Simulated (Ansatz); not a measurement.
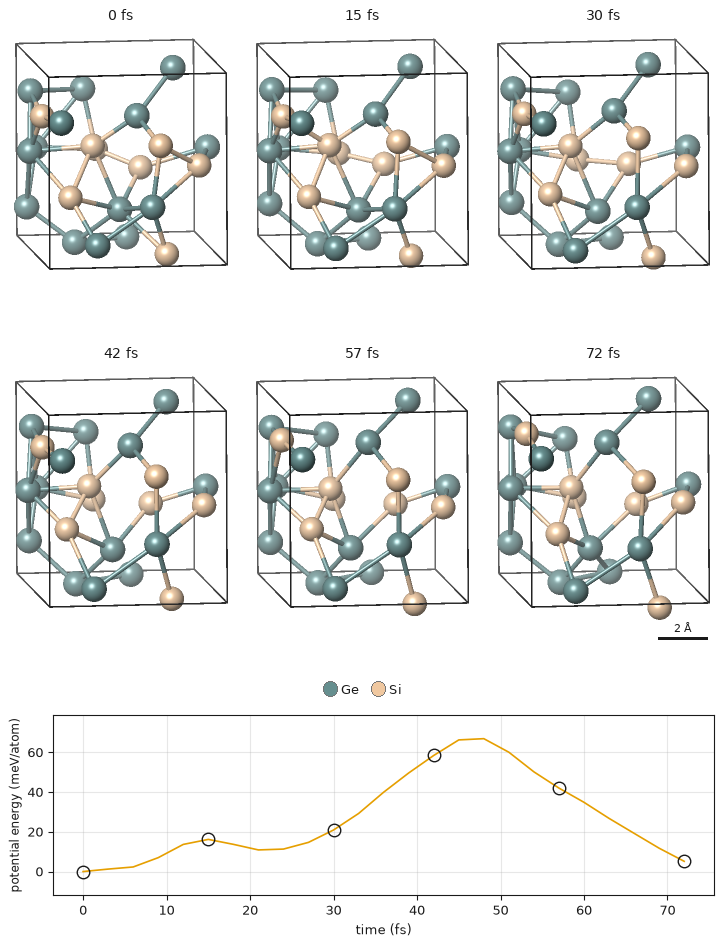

Molecular dynamics of an amorphous cell of composition Si8Ge13 (21 atoms in the cell), 72 fs long. Frames and the history of the run. A ball-and-stick model of the simulation cell, seen slightly off an axis. Bonds to atoms that aren't drawn are left out.

Computed with DFT PBE, scalar-relativistic, plane waves, PAW (Ansatz). Run with plane-wave cutoff 320 eV; k-point mesh 1 × 1 × 1; Fermi-Dirac smearing 0.259 eV; set temperature 3000 K; time step 3 fs.

Input
```yaml
crystal:
  lattice:
    - [7.560165, 0.189652, -0.066185]
    - [0.189652, 7.81616, 0.119619]
    - [-0.066185, 0.119619, 8.062796]
  atoms:
    - { symbol: Ge, position: [0.5660210633, 0.3858618788, 0.7195996753] }
    - { symbol: Ge, position: [0.4834890654, 0.4794297039, 0.2171790507] }
    - { symbol: Ge, position: [0.0850335158, 0.0851026473, 0.7442477484] }
    - { symbol: Ge, position: [0.0274296854, 0.7184206103, 0.8014378418] }
    - { symbol: Ge, position: [0.60009048, 0.1038185605, 0.2908584589] }
    - { symbol: Ge, position: [0.0932992253, 0.9344129705, 0.4695871859] }
    - { symbol: Ge, position: [0.7919340012, 0.5031474311, 0.9447459646] }
    - { symbol: Ge, position: [0.0175479515, 0.7972063082, 0.1848495667] }
    - { symbol: Ge, position: [0.5880271717, 0.8423497194, 0.0089903318] }
    - { symbol: Ge, position: [0.2900686712, 0.1044346635, 0.0971619481] }
    - { symbol: Ge, position: [0.9992920875, 0.5864872854, 0.5118576179] }
    - { symbol: Ge, position: [0.2723834129, 0.7166302046, 0.0086531438] }
    - { symbol: Ge, position: [0.3564019105, 0.9075021476, 0.7740969082] }
    - { symbol: Si, position: [0.3362522675, 0.4958978813, 0.5486217224] }
    - { symbol: Si, position: [0.0312742949, 0.384920774, 0.7283447967] }
    - { symbol: Si, position: [0.6485218019, 0.1084416233, 0.6095474182] }
    - { symbol: Si, position: [0.1764408203, 0.3146536148, 0.3125012882] }
    - { symbol: Si, position: [0.8885811035, 0.2378276681, 0.4792130703] }
    - { symbol: Si, position: [0.6982449304, 0.2081071759, 0.0268102913] }
    - { symbol: Si, position: [0.6346496018, 0.6586775772, 0.4017498317] }
    - { symbol: Si, position: [0.4178760414, 0.8451799628, 0.4695616375] }
  symmetry: { detect: false }
basis:
  ecutwfc: 320
  xc_grid: 1
kpoints:
  mp_grid: { grid: [1, 1, 1], shift: [0.25, 0.25, 0.25] }
hamiltonian:
  xc: pbe
scf:
  occupations: { method: fermi_dirac, width: 0.2585 }
  lower_state_search: "off"
  convergence: { dr2_threshold: 1.0e-05 }
output:
  forces: true
  stress: true
md:
  timestep: 3.0
  n_steps: 24
  ensemble: nvt_langevin
  friction: 0.03
  temperature: 3000.0
  initial_velocities: maxwell_boltzmann
  seed: 87721
```

Run as
```bash
ansatz run input.yaml --threads 2 --pin off --max-ram 5120MiB --backend cpu --events-out ev --progress --plain --runs-dir out
```

### What do the frames and curves show?

The mean temperature in the second half is 2616 K (standard deviation 397 K). The potential energy is still drifting at the end, so the run hasn't reached equilibrium. The potential energy in the second half lies on average 40.8 meV per atom above the first frame. The mean pressure there is 0.7 GPa. Root-mean-square distances from the starting positions over the second half, with the common drift of all atoms taken out: Si 0.53 Å, Ge 0.34 Å. The run lasts only 72 fs, too short to tell vibration from diffusion.

Limits of the set-up: the cutoff lies below the recommended one; the periodic images lie only 7.6 Å apart, so the values are limited by the cell's size.

Cost: 51 s on 2 threads of Arm Neoverse V2, on a shared host, peak memory 0.54 GiB.
